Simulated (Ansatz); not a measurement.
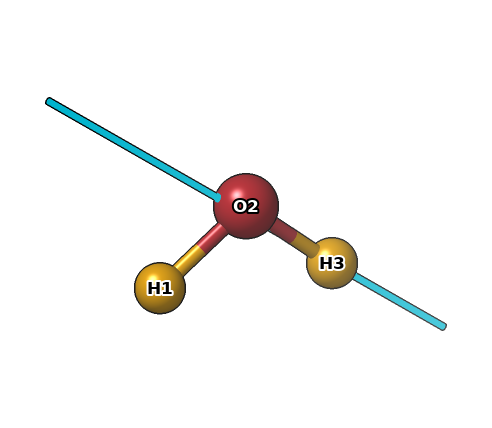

A line through the centre of mass is drawn in. Depth is shown by fading: the farther an atom, the more it takes the colour of the background. The computed structure is the end point of a PBE0-D4/def2-TZVP optimisation.

Question: Is the line a proper rotation axis of the structure, and of what order?

Answer: No. The point group is C2v, with 1 C2 axis and 2 mirror planes, and this line isn't one of its proper axes.
